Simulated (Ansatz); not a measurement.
TiCO₃ (space group R-3c, No. 167): the geometry relaxed with Ansatz 0.2.0, DFT, PAW plane waves, lda; the starting structure was generated, so it need not be a known form of this composition.

```
CELL_PARAMETERS angstrom
4.72079 0.00000 0.00000
-2.36039 4.08832 0.00000
0.00000 0.00000 13.62292
ATOMIC_POSITIONS crystal
Ti 0.00000 0.00000 0.00000
Ti 0.33333 0.66667 0.16667
C 0.00000 0.00000 0.25000
C 0.66667 0.33333 0.08333
O 0.27680 0.00000 0.25000
O 0.00000 0.27680 0.25000
O 0.72320 0.72320 0.25000
O 0.38986 0.33333 0.08333
O 0.66667 0.05653 0.08333
O 0.94347 0.61014 0.08333
Ti 0.66667 0.33333 0.33333
Ti 0.00000 0.00000 0.50000
C 0.66667 0.33333 0.58333
C 0.33333 0.66667 0.41667
O 0.94347 0.33333 0.58333
O 0.66667 0.61014 0.58333
O 0.38986 0.05653 0.58333
O 0.05653 0.66667 0.41667
O 0.33333 0.38986 0.41667
O 0.61014 0.94347 0.41667
Ti 0.33333 0.66667 0.66667
Ti 0.66667 0.33333 0.83333
C 0.33333 0.66667 0.91667
C 0.00000 0.00000 0.75000
O 0.61014 0.66667 0.91667
O 0.33333 0.94347 0.91667
O 0.05653 0.38986 0.91667
O 0.72320 0.00000 0.75000
O 0.00000 0.72320 0.75000
O 0.27680 0.27680 0.75000
```

Describe how the polyhedra about Ti are linked (bonds: O–Ti below 2.3 Å).

Ti: TiO6 octahedron, sharing corners with six neighbours.

They form a three-dimensional framework of corner-sharing octahedra.

Centre to centre across a shared corner: 3.55 Å.

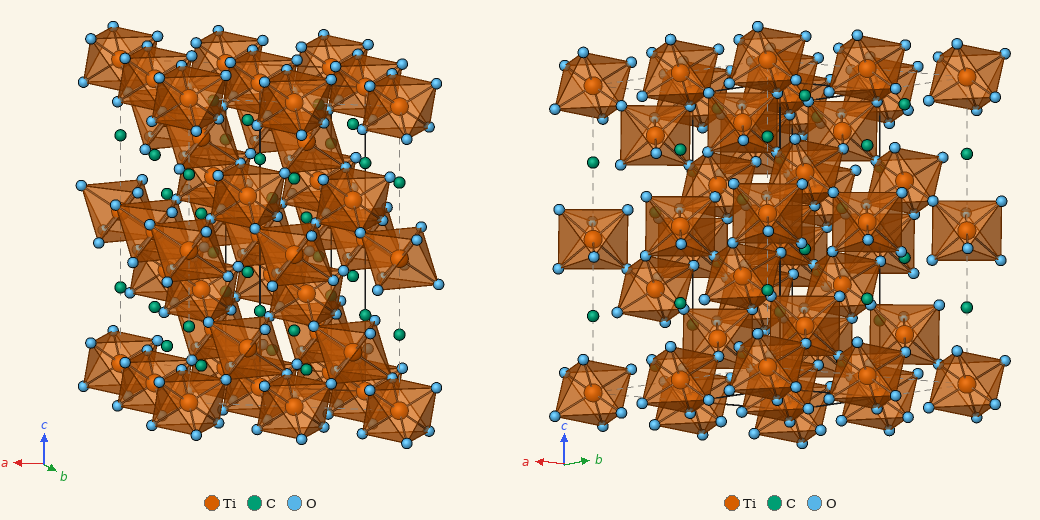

Polyhedra are drawn about Ti (bonds: O–Ti below 2.3 Å); other atoms are plain spheres. Two views of the same piece.
